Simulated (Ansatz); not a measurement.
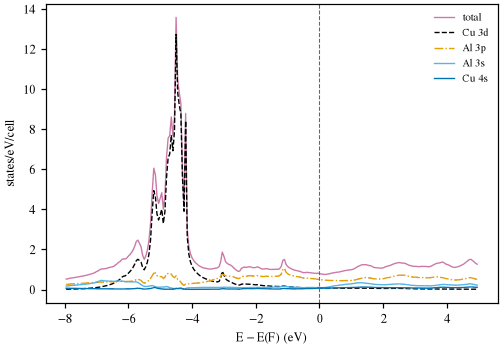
Total and projected density of states of Al$_{2}$Cu in space group P4/mmm (No. 123; Al on 2e, Cu on 1a), r²SCAN (plane waves, PAW; program Ansatz)

Task: Which orbitals carry the states next to the Fermi level?

Result: Within 0.5 eV of the Fermi level: Al 3p 62 %, Al 3s 14 %, Cu 3d 9 %, Cu 4s 8 %, outside the projected shells 7 %. Projections are on Löwdin-orthogonalised atomic valence shells; empty p or d shells of many metals are not among them.

Task: Where is the tallest occupied peak in this window, and what makes it?

Result: Near -4.5 eV, about 14 states/eV per cell; the largest projected share is Cu 3d.

The first step of the workflow began from a Materials Project structure, measured or hypothetical; the Crystallography Open Database copy checked does not list it. It is not the phase usual at ambient conditions (space group No. 140). The r²SCAN relaxation kept the symmetry of its start; whether a distortion lowers the energy is not shown. No spin polarisation was allowed.

Potentials: the later of the program's two PAW sets.
